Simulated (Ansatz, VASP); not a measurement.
# Cross-check of Pb2C between VASP and Ansatz

One calculation is typed for both programs; each brings its own data sets. How far apart do they land? The cell is generated by rule, not measured, and may not be a known phase. The cell is taken from a series of VASP runs on this material, whose earlier steps may have relaxed, scaled or displaced it; both programs get it as it stands. Valence electrons are named where the data sets of a main pair hold unlike numbers.

Main program and level: Ansatz 0.2.0; plane waves, with VASP 6.6.1 beside it; band structure at PBEsol and band structure at PBEsol, spin-orbit coupling.

The structure was built from a prototype and need not be the compound's stable phase.

### 1. Set-up

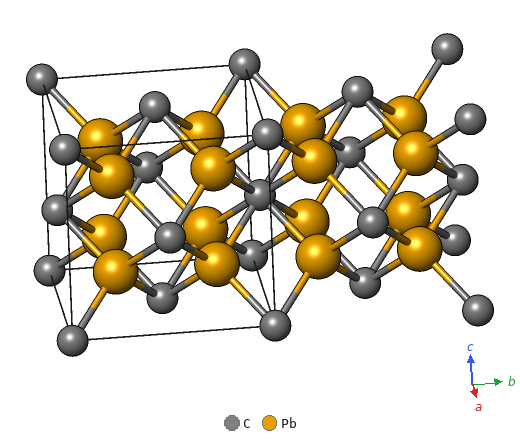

The starting structure, seen slightly off an axis (carbon grey, lead orange). 1×2×1 cells are drawn. This picture shows the conventional cell, with its axes. Some periodic images of atoms are drawn too.

Coordinates:

```cif
data_structure
_symmetry_space_group_name_H-M 'Fm-3m'
_symmetry_Int_Tables_number 225
_cell_length_a 5.3520
_cell_length_b 5.3520
_cell_length_c 5.3520
_cell_angle_alpha 90.000
_cell_angle_beta 90.000
_cell_angle_gamma 90.000
_cell_volume 153.31
loop_
_atom_site_label
_atom_site_type_symbol
_atom_site_symmetry_multiplicity
_atom_site_Wyckoff_symbol
_atom_site_fract_x
_atom_site_fract_y
_atom_site_fract_z
_atom_site_occupancy
C1 C 4 a 0.00000 0.00000 0.00000 1
Pb1 Pb 8 c 0.25000 0.75000 0.75000 1
```

### 2. Ansatz: band structure, PBEsol

Ansatz runs on its default PAW (the set named soft_2) files.

A single point gives forces, pressure and levels at one fixed geometry, so differences don't come from the geometry; what else differs is listed under the comparison.

File input.yaml:

```yaml
crystal:
  lattice:
    - [0.0, 2.67602, 2.67602]
    - [2.67602, 0.0, 2.67602]
    - [2.67602, 2.67602, 0.0]
  atoms:
    - { symbol: C, position: [0.0, 0.0, 0.0] }
    - { symbol: Pb, position: [0.25, 0.25, 0.25] }
    - { symbol: Pb, position: [0.75, 0.75, 0.75] }
hamiltonian:
  xc: pbesol
  pseudopotentials: { kind: paw }
kpoints:
  mp_grid: { grid: [12, 12, 12] }
  band_path:
    path:
      - [0.0, 0.0, 0.0]
      - [0.17391, 0.0, 0.17391]
      - [0.34783, 0.0, 0.34783]
      - [0.5, 0.0, 0.5]
      - [0.5, 0.08696, 0.58696]
      - [0.5, 0.18478, 0.68478]
      - [0.49457, 0.25543, 0.75]
      - [0.45109, 0.29891, 0.75]
      - [0.40761, 0.34239, 0.75]
      - [0.34239, 0.34239, 0.68478]
      - [0.21196, 0.21196, 0.42391]
      - [0.08152, 0.08152, 0.16304]
      - [0.04348, 0.04348, 0.04348]
      - [0.23913, 0.23913, 0.23913]
      - [0.41304, 0.41304, 0.41304]
      - [0.5163, 0.46739, 0.5163]
      - [0.55978, 0.38043, 0.55978]
      - [0.6087, 0.28261, 0.6087]
      - [0.60326, 0.25, 0.64674]
      - [0.55978, 0.25, 0.69022]
      - [0.5163, 0.25, 0.7337]
      - [0.5, 0.30435, 0.69565]
      - [0.5, 0.3913, 0.6087]
      - [0.5, 0.47826, 0.52174]
      - [0.47283, 0.47283, 0.55435]
      - [0.42391, 0.42391, 0.65217]
      - [0.38043, 0.38043, 0.73913]
      - [0.59239, 0.18478, 0.59239]
      - [0.54891, 0.09783, 0.54891]
      - [0.5, 0.0, 0.5]
    npoints: 1
scf:
  occupations: { method: gaussian, width: 0.02 }
  n_extra_bands: 7
output:
  forces: true
  stress: true
  eigenvalues: true
  write_density: true
  write_potential: true
  elf: true
  volumetric_format: npy
```

The run is started by

```sh
> ansatz run input.yaml --threads 2 --pin off --max-ram 4608MiB --backend cpu --events-out ev --progress --plain --runs-dir out
```

Numbers of over 12 decimals in the logs are rounded to 6 here.

The log of the run:

```text
scf.n_extra_bands = 7 over 16 filled bands (N_el = 32.0): the run solves 23 bands
Engine: ansatz 0.2.0, aarch64-unknown-linux-gnu
Pseudopotentials: kind: paw
Pseudopotential: C, paw, valence charge 4, recommended cutoff 420 eV (normal), C.paw.azcp
Pseudopotential: Pb, paw, valence charge 14, recommended cutoff 420 eV (normal), Pb.paw.azcp
Functional definition: PBEsol
  exchange = pbesol_x
  correlation = pbesol_c
Crystal: 3 atoms, lattice volume = 38.326 Å³
Basis set: ecut = 420 eV, 725 PW (Γ), exchange–correlation on 54×54×54 points (8 copies of the dense FFT grid, shifted against one another)
Bands: 23, of which v1, the nominal top of the filled ones, is band 16 counted from 1 (15 counted from 0)
Symmetry: 48 space group operations
Space group: Fm-3m (ITA 225), of the structure as read, at distance tolerance 3.4e-5 Å
k-points: 72 of 1728
Non-local potential: C, projectors of the file, l = 0: 2, l = 1: 2, l = 2: 1
Non-local potential: Pb, projectors of the file, l = 0: 2, l = 1: 2, l = 2: 2, l = 3: 2
PAW form: soft (Blöchl's): semilocal exchange-correlation on the pseudo side does not see the compensation charge
PAW frozen core: C, regenerated for the run's functional, and the local potential with it (the file was generated under x = pbe(κ = 0.804, μ = 0.219515), c = pbe(β = 0.066725))
PAW frozen core: Pb, regenerated for the run's functional, and the local potential with it (the file was generated under x = pbe(κ = 0.804, μ = 0.219515), c = pbe(β = 0.066725))
PAW one-centre angular grid: C, 110 points (default); XC on 64 Gauss nodes
PAW one-centre angular grid: Pb, 590 points (default); XC on 64 Gauss nodes
Initial density: superposition of atomic densities (neutral atoms: chi_scale 0, normalization atom), corrected by the library's trained network
Initial wavefunctions: pseudopotential atomic-orbital guess
Functional: x = pbesol(κ = 0.804, μ = 0.123457), c = pbesol(β = 0.046)
SCF iter   1: F=—  HF=-23744.639837 eV  |F-HF|=—  |Δ(HF+E_count)|=         —  Δρ=1.45e-2  dr2=1.10e-1  ethr=1.77e-3  ⟨swp⟩=8.6  Hψ=10324  notcnv=0  defer=6
preconditioner: auto → none  [insulator: Δε(μ)=0.039 eV  Ē_g=20.433 eV  σ=0.020 eV  W_gap=0.59  n_scr=14 (ndim 8)  ℏωp=33.9 eV  f_vac=0.000  D(μ)=1.51/eV (n_scr^D=14)  ε∞_Penn≈3.8]
SCF iter   2: F=—  HF=-23744.615523 eV  |F-HF|=—  |Δ(HF+E_count)|=   2.43e-2  Δρ=5.33e-3  dr2=1.53e-2  ethr=3.42e-4  ⟨swp⟩=2.8  Hψ=2918  notcnv=0  defer=162
SCF iter   3: F=—  HF=-23744.611782 eV  |F-HF|=—  |Δ(HF+E_count)|=   3.74e-3  Δρ=7.04e-4  dr2=1.67e-4  ethr=4.77e-5  ⟨swp⟩=3.1  Hψ=2623  notcnv=0  defer=162
SCF iter   4: F=—  HF=-23744.611745 eV  |F-HF|=—  |Δ(HF+E_count)|=   3.72e-5  Δρ=2.08e-4  dr2=1.14e-5  ethr=5.23e-7  ⟨swp⟩=2.8  Hψ=2837  notcnv=0  defer=162
SCF iter   5: F=—  HF=-23744.611745 eV  |F-HF|=—  |Δ(HF+E_count)|=   2.21e-7  Δρ=2.29e-5  dr2=5.34e-8  ethr=3.55e-8  ⟨swp⟩=2.1  Hψ=2658  notcnv=0  defer=162
SCF iter   6: F=-23744.611745 eV  HF=-23744.611745 eV  |F-HF|=6.55e-10  |Δ(HF+E_count)|=   2.42e-8  Δρ=5.41e-6  dr2=5.42e-9  ethr=1.67e-10  ⟨swp⟩=15.5  Hψ=16439  notcnv=0
SCF 1 converged in 6 iterations: F = -23744.611745 eV  dr2 = 5.42e-9
  greatest PAW one-centre occupation: 0.979 electrons in one spin orbital (limit 2), on the Pb atom at site 2 (counted from 0), in its partial waves of l = 2
NSCF: frozen V_eff on 30 k-points
SCF converged after 6 iterations
Free energy (F): -23744.611745 eV
Harris-Foulkes:  -23744.611745 eV  (|F-HF|=6.55e-10)
Internal energy: -23744.611446 eV  (E = F + TS)
E sigma→0 (E₀):  -23744.611596 eV
Entropy (-TS):   -0.000299 eV (-0.100 meV/atom)
Fermi energy:    22.448502 eV
--- Per-component energies (eV) ---
  E_band       = 252.911490
  E_kinetic    = 707.905300
  E_local      = -1327.383629  (includes V_loc(G=0)·N_el)
  E_nonlocal   = 738.230077
  E_hartree    = 581.426017
  E_xc         = -501.702215
  E_vxc        = -345.622197  (∫ρ·V_xc dr)
  E_paw        = -20610.470338  (= ΣΔE_a)
  E_vpaw       = -683.067862  (= ΣTr[D̂ρ^β])
  E_aug_tail   = 0.000114  (compensation charges beyond the density's cutoff)
  E_ewald      = -3332.762106
  E_core_change = 0.145334  (= ΣΔE_core)
  E_smearing   = -0.000299  (= −TS)
  E_closure    = 0.000000  (closes the sum)
  Σ components = -23744.611745   (vs F -23744.611745, Δ=0.00e0)
--- Forces (eV/Å), atoms counted from 1 ---
  atom   1  C     -0.00000000     0.00000000     0.00000000
  atom   2  Pb    -0.00000000     0.00000000     0.00000000
  atom   3  Pb    -0.00000000    -0.00000000    -0.00000000
  max |Σ_I F_I| component: 9.25e-17 eV/Å
--- Stress (GPa, compression-positive) ---
      141.840698       0.000000      -0.000000
        0.000000     141.840698      -0.000000
        0.000000       0.000000     141.840698
  P = ⅓ Tr σ = 141.8407 GPa (1418.407 kbar)
--- Band table (eV; the first three rows and the last of 72) ---
  k-point 0: bands = [... 12 lower, 19.5753, 19.5753, 19.5753, 21.0645, 21.0645, 21.0645, 22.3780, 28.6065, ... 3 higher]
  k-point 1: bands = [... 12 lower, 18.6950, 19.3219, 19.3219, 20.6944, 21.4225, 21.4225, 23.9287, 28.1594, ... 3 higher]
  k-point 2: bands = [... 12 lower, 17.5830, 18.8987, 18.8987, 21.1766, 22.1063, 22.1063, 25.2407, 28.1360, ... 3 higher]
  k-point 71: bands = [... 12 lower, 11.2210, 13.2857, 22.1058, 22.1058, 22.7487, 23.1980, 28.5237, 28.5237, ... 3 higher]
```

Run time: 5.8 s. Hardware: 2 threads of Arm Neoverse N1, shared host; peak memory 0.33 GiB.

In the SCF lines HF is the Harris–Foulkes energy and dr2 the Hartree energy of the density residual, in eV; the loop may stop once dr2 is under the threshold and the program's other checks hold. Hψ counts applications of the Hamiltonian.

### 3. VASP: band structure, PBEsol

The same cell, functional, mesh and smearing now go to VASP, with its own data sets.

Lines of VASP's logs that name or quote its potential files are left out, and so is its time.

File INCAR:

```
SYSTEM = Pb2C
PREC = Accurate
ENCUT = 520
EDIFF = 1E-06
NELM = 100
ISMEAR = 0
SIGMA = 0.02
LREAL = .FALSE.
ALGO = Normal
GGA = PS
NBANDS = 29
LORBIT = 11
LWAVE = .FALSE.
LCHARG = .FALSE.
KPAR = 4
ISIF = 2
```

File POSCAR:

```
Pb2C
1.0
    0.0000000000      2.6760200000      2.6760200000
    2.6760200000      0.0000000000      2.6760200000
    2.6760200000      2.6760200000      0.0000000000
C Pb
1 2
Direct
    0.0000000000      0.0000000000      0.0000000000
    0.2500000000      0.2500000000      0.2500000000
    0.7500000000      0.7500000000      0.7500000000
```

File KPOINTS:

```
Automatic mesh
0
Gamma
12 12 12
0 0 0
```

File KPOINTS_OPT:

```
Line mode
24
Line-mode
Reciprocal
  0.00000000   0.00000000   0.00000000 GAMMA
  0.50000000   0.00000000   0.50000000 X

  0.50000000   0.00000000   0.50000000 X
  0.50000000   0.25000000   0.75000000 W

  0.50000000   0.25000000   0.75000000 W
  0.37500000   0.37500000   0.75000000 K

  0.37500000   0.37500000   0.75000000 K
  0.00000000   0.00000000   0.00000000 GAMMA

  0.00000000   0.00000000   0.00000000 GAMMA
  0.50000000   0.50000000   0.50000000 L

  0.50000000   0.50000000   0.50000000 L
  0.62500000   0.25000000   0.62500000 U

  0.62500000   0.25000000   0.62500000 U
  0.50000000   0.25000000   0.75000000 W

  0.50000000   0.25000000   0.75000000 W
  0.50000000   0.50000000   0.50000000 L

  0.50000000   0.50000000   0.50000000 L
  0.37500000   0.37500000   0.75000000 K

  0.62500000   0.25000000   0.62500000 U
  0.50000000   0.00000000   0.50000000 X
```

Potentials, in the order of the species: C and Pb_d (PBE family, release 64).

The run is started by

```sh
> mpirun -np 4 vasp_std
```

The log of the run:

```text
[banner, memory and clock lines left out]
running    4 mpi-ranks, on    1 nodes
 distrk:  each k-point on    1 cores,    4 groups
 distr:  one band on    1 cores,    1 groups

 POSCAR found type information on POSCAR C Pb
 POSCAR found :  2 types and       3 ions
|                                                                             |
|               ----> ADVICE to this user running VASP <----                  |
|                                                                             |
|     You enforced a specific xc type in the INCAR file but a different       |
|     [... a line on the potential file left out ...]
|     I HOPE YOU KNOW WHAT YOU ARE DOING!                                     |
|                                                                             |

 LDA part: xc-table for (Slater+PW92), standard interpolation
 POSCAR, INCAR and KPOINTS ok, starting setup
 FFT: planning ... GRIDC
 FFT: planning ... GRID_SOFT
 FFT: planning ... GRID
 WAVECAR not read
 entering main loop
       N       E                     dE             d eps       ncg     rms          rms(c)
DAV:   1     0.363903489597E+03    0.36390E+03   -0.14930E+04  4410   0.162E+03
DAV:   2     0.272464900315E+02   -0.33666E+03   -0.31573E+03  4234   0.413E+02
DAV:   3    -0.667046284991E+01   -0.33917E+02   -0.32501E+02  4874   0.137E+02
DAV:   4    -0.787170888090E+01   -0.12012E+01   -0.11948E+01  5214   0.260E+01
DAV:   5    -0.791192443000E+01   -0.40216E-01   -0.40207E-01  5571   0.466E+00    0.763E+00
DAV:   6    -0.574948845694E+01    0.21624E+01   -0.22096E+00  6235   0.254E+01    0.228E+00
DAV:   7    -0.570735448139E+01    0.42134E-01   -0.73054E-01  4888   0.443E+00    0.149E+00
DAV:   8    -0.566968685384E+01    0.37668E-01   -0.84035E-02  6457   0.165E+00    0.379E-01
DAV:   9    -0.566310996029E+01    0.65769E-02   -0.45617E-03  6586   0.981E-01    0.972E-02
DAV:  10    -0.566305477241E+01    0.55188E-04   -0.16347E-03  5798   0.206E-01    0.215E-02
DAV:  11    -0.566305933115E+01   -0.45587E-05   -0.69874E-05  5412   0.524E-02    0.122E-02
DAV:  12    -0.566305760243E+01    0.17287E-05   -0.19921E-06  3716   0.145E-02    0.667E-03
DAV:  13    -0.566305608052E+01    0.15219E-05   -0.11771E-06  4559   0.110E-02    0.747E-04
DAV:  14    -0.566305582397E+01    0.25655E-06   -0.57142E-07  2981   0.558E-03
   1 F= -.56630558E+01 E0= -.56629007E+01  d E =-.310305E-03
 Start KPOINTS_OPT (optional k-point list driver)
k-point batch [1-72\240]
       N       E                     dE             ncg
DAV:   1     0.298537637017E+05   -0.45618E+05     4431
DAV:   2     0.598391958209E+04   -0.23870E+05     4209
DAV:   3     0.368075743821E+04   -0.23032E+04     4977
DAV:   4     0.360222746158E+04   -0.78530E+02     5153
DAV:   5     0.359945043613E+04   -0.27770E+01     5846
DAV:   6     0.359936121482E+04   -0.89221E-01     5511
DAV:   7     0.359935978865E+04   -0.14262E-02     5868
DAV:   8     0.359935977472E+04   -0.13927E-04     4420
DAV:   9     0.359935977408E+04   -0.64271E-06     3023
[...]
k-point batch [217-240\240]
       N       E                     dE             ncg
DAV:   1     0.648354496812E+05   -0.20863E+05     1439
DAV:   2     0.566543838018E+05   -0.81811E+04     1400
DAV:   3     0.558470580328E+05   -0.80733E+03     1654
DAV:   4     0.558202119949E+05   -0.26846E+02     1785
DAV:   5     0.558192978627E+05   -0.91413E+00     1934
DAV:   6     0.558192732241E+05   -0.24639E-01     1825
DAV:   7     0.558192728749E+05   -0.34924E-03     1883
DAV:   8     0.558192728706E+05   -0.42749E-05     1482
DAV:   9     0.558192728704E+05   -0.18526E-06      995
```

OUTCAR, selected parts (step 3):

```text
ion  position               nearest neighbor table
   1  0.000  0.000  0.000-   2 2.32   3 2.32   3 2.32   3 2.32   3 2.32   2 2.32   2 2.32   2 2.32

  LATTYP: Found a face centered cubic cell.
 ALAT       =     5.3520400000

 Subroutine GETGRP returns: Found 48 space group operations
 (whereof 48 operations were pure point group operations)

The static configuration has the point symmetry O_h .

 Found     72 irreducible k-points:

   k-points           NKPTS =     72   k-points in BZ     NKDIM =     72   number of bands    NBANDS=     29

   dimension x,y,z NGX =    28 NGY =   28 NGZ =   28
   dimension x,y,z NGXF=    56 NGYF=   56 NGZF=   56

   ENCUT  =  520.0 eV  38.22 Ry    6.18 a.u.   7.04  7.04  7.04*2*pi/ulx,y,z

   NELECT =      32.0000    total number of electrons

 k-points in reciprocal lattice and weights: Automatic mesh
   0.00000000  0.00000000  0.00000000       0.001
   0.08333333  0.00000000  0.00000000       0.005
   0.16666667  0.00000000  0.00000000       0.005
   0.25000000  0.00000000  0.00000000       0.005
   0.33333333  0.00000000  0.00000000       0.005
   0.41666667  0.00000000  0.00000000       0.005
   0.50000000  0.00000000  0.00000000       0.002
   0.08333333  0.08333333  0.00000000       0.003
   0.16666667  0.08333333  0.00000000       0.014
[...]
-0.33333333  0.50000000  0.16666667       0.007
  -0.25000000  0.50000000  0.25000000       0.003

 average (electrostatic) potential at core
       1 -39.9680       2 -82.3062       3 -82.3062

 E-fermi :  16.1601

 k-point     1 :       0.0000    0.0000    0.0000
  band No.  band energies     occupation
    ...
     15      13.2921      2.00000
     16      14.7646      2.00000
     17      14.7646      2.00000
     18      14.7646      2.00000
     19      16.0721      2.00000
     20      22.3234      0.00000
     21      22.3234      0.00000
     22      22.3234      0.00000
     23      24.5959      0.00000
     24      26.8833      0.00000
    ...

 k-point     2 :       0.0833    0.0000    0.0000
  band No.  band energies     occupation
    ...
     14      13.0374      2.00000
     15      13.0374      2.00000
     16      14.4006      2.00000
     17      15.1247      2.00000
     18      15.1247      2.00000
     19      17.6278      0.00000
     20      21.8763      0.00000
     21      22.1523      0.00000
     22      22.1523      0.00000
     23      25.5759      0.00000
    ...

 k-point     3 :       0.1667    0.0000    0.0000
  band No.  band energies     occupation
    ...
     14      12.6136      2.00000
     15      12.6136      2.00000
     16      14.8880      2.00000
     17      15.8105      2.00000
     18      15.8105      2.00000
     19      18.9463      0.00000
     20      21.8513      0.00000
     21      21.8513      0.00000
     22      22.1309      0.00000
     23      27.5032      0.00000
    ...

  Total       33.9638590     33.9638590     33.9638590     -0.0000000      0.0000000      0.0000000
  in kB     1419.8077792   1419.8077792   1419.8077792     -0.0000000      0.0000000      0.0000000
  external PRESSURE =    1419.8077792 kB  Pullay stress =       0.0000000 kB

  energy-cutoff  :      520.00
  volume of cell :       38.33
      direct lattice vectors                 reciprocal lattice vectors
     0.000000000  2.676020000  2.676020000    -0.186844642  0.186844642  0.186844642
     2.676020000  0.000000000  2.676020000     0.186844642 -0.186844642  0.186844642
     2.676020000  2.676020000  0.000000000     0.186844642  0.186844642 -0.186844642

 POSITION                                       TOTAL-FORCE (eV/Angst)
 -----------------------------------------------------------------------------------
      0.00000      0.00000      0.00000         0.000000      0.000000      0.000000
      1.33801      1.33801      1.33801        -0.000000     -0.000000     -0.000000
      4.01403      4.01403      4.01403         0.000000      0.000000      0.000000
 -----------------------------------------------------------------------------------
    total drift:                                0.000000      0.000000      0.000000

  FREE ENERGIE OF THE ION-ELECTRON SYSTEM (eV)
  ---------------------------------------------------
  free  energy   TOTEN  =        -5.6630558240 eV

  energy  without entropy=       -5.6627455185  energy(sigma->0) =       -5.66290067

 total charge
# of ion       s       p       d       tot
------------------------------------------
    1        1.043   1.388   0.000   2.432
    2        1.415   1.256   9.994  12.665
    3        1.415   1.256   9.994  12.665
--------------------------------------------------
tot          3.874   3.900  19.988  27.762

[... 3 further parts left out ...]
```

The run ends at a pressure of 141.98 GPa.

### 4. Differences

Known differences besides the potentials themselves: the cutoff is 420 eV in Ansatz and 520 eV in VASP; Ansatz makes its cores anew for this functional, VASP keeps those of its PBE data sets; VASP leaves aspherical gradient terms in its spheres out (LASPH is not set), Ansatz keeps them. Total energies have different zeros and are not compared.

Both answers:

| quantity | Ansatz | VASP | difference |
| --- | --- | --- | --- |
| pressure (GPa) | 141.84 | 141.98 | -0.14 |
| pressure without Ansatz's Pulay correction (GPa) | 141.66 | 141.98 | -0.32 |

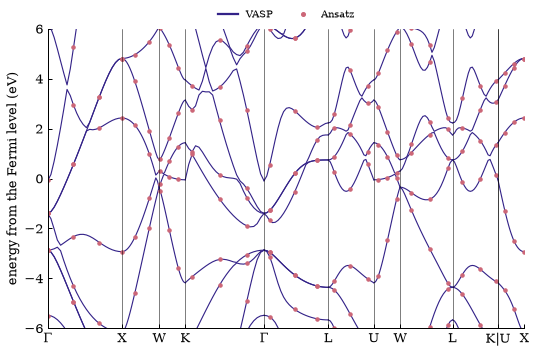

Bands from VASP (lines) and levels from Ansatz (dots). Dots without a line are higher empty bands that the VASP plot leaves out.

Levels from 3 eV below to 2 eV above the Fermi level differ by 6 meV r.m.s. and 18 meV at most; each VASP level is matched to the nearest of Ansatz, which flatters the figure a little. Ansatz's pressure holds a Pulay correction of 0.18 GPa; VASP's holds none.

(Continued in part 2 of 2.)

[Lines on the potential files, build, host, timing and source positions are cut from VASP's logs without a mark.]

[Logs are printed without paths, hosts, clocks, repeated set-up lines and the standing remarks that a program may print on its own settings, such as how far it seeks lower states.]

[Hosts, paths, dates, database ids (printed as entryN), source tags and the programs' standing remarks are cut or masked in the printed files.]
